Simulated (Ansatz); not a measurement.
Results of r²SCAN in Ansatz (PAW) for hcp Hf.

Numerical settings: plane-wave cutoff 560 eV, 18×18×12 k mesh (along the axes of the cell as run), Fermi–Dirac smearing 0.05 eV, scalar-relativistic PAW data made under PBE.

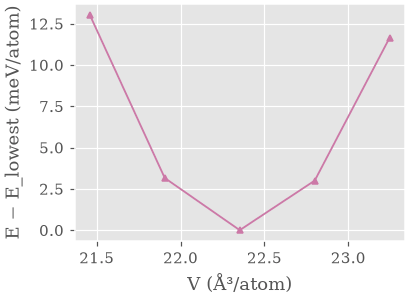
Figure: Total energy against volume

From the curve, estimate the equilibrium volume and the bulk modulus.

V0 ≈ 22.4 Å³/atom and B0 ≈ 110 GPa; the fit gives V0 = 22.352 Å³/atom, B0 = 110 GPa, B′ = 3.3.

Shape and atoms are relaxed at each volume.

Measured, for comparison: bulk modulus 110 GPa (zero-point energy and finite temperature contributions removed; as tabulated in doi:10.1021/acs.jctc.3c00612). Computed (rounded) less measured: bulk modulus 0.0 %.

Note: the bulk modulus comes from volumes at which shape and atoms were relaxed.

Spin–orbit coupling is not included.

Computing time: roughly 10 core-minutes.

Ansatz is an electronic-structure program.
